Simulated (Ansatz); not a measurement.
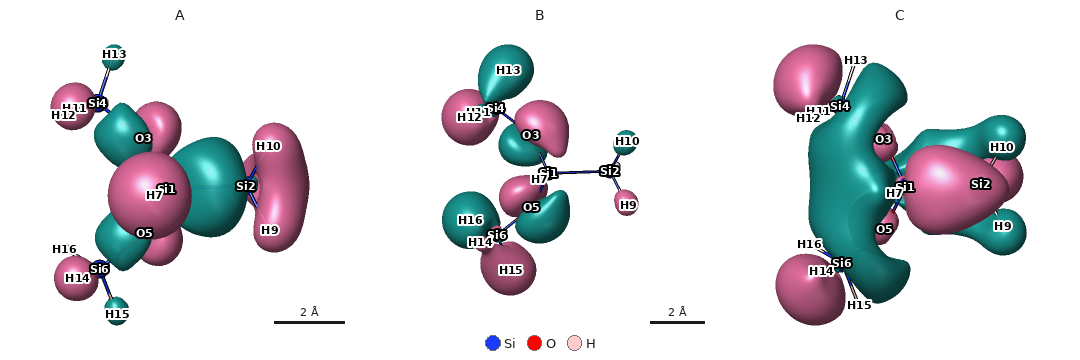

H10O2Si4. Three frontier orbitals at ±0.06 Å⁻³ᐟ² (teal and pink are the two phases), in no order.

Method: DFT PBE, Gaussian basis def2-SVP in Ansatz 0.2.0.

```xyz
16

Si    0.1462    0.1211   -0.9616
Si    0.0782    2.3540   -0.2341
O     0.8455   -0.7768    0.2639
Si    1.5711   -2.2396    0.6467
O    -1.4324   -0.3642   -1.2259
Si   -2.4101   -1.4996   -1.9792
H     0.9348   -0.1014   -2.2302
H    -0.7344    2.4538    1.0288
H    -0.5481    3.2301   -1.2870
H     1.4703    2.8585    0.0411
H     2.3083   -2.7901   -0.5468
H     0.5297   -3.2340    1.0813
H     2.5386   -2.0074    1.7702
H    -1.7550   -2.0055   -3.2384
H    -3.7169   -0.8462   -2.3215
H    -2.6585   -2.6601   -1.0553
```

Q: Order the three orbitals by energy and name them.

A: B is the HOMO−1 (−7.27 eV). By Hirshfeld shares it lies mainly on O3 (about 25 %), O5 (about 25 %), Si6 (about 10 %), Si4 (about 10 %), H16 (about 5 %) and H12 (about 5 %). A is the HOMO (−6.65 eV). By Hirshfeld shares it lies mainly on Si2 (about 25 %), Si1 (about 20 %), H7 (about 15 %), O3 (about 10 %) and O5 (about 10 %). C is the LUMO (−0.91 eV). By Hirshfeld shares it lies mainly on Si1 (about 20 %), Si4 (about 15 %), Si6 (about 15 %), Si2 (about 15 %), O3 (about 5 %) and O5 (about 5 %).

Q: What is the HOMO–LUMO gap?

A: 5.74 eV between the orbital energies.
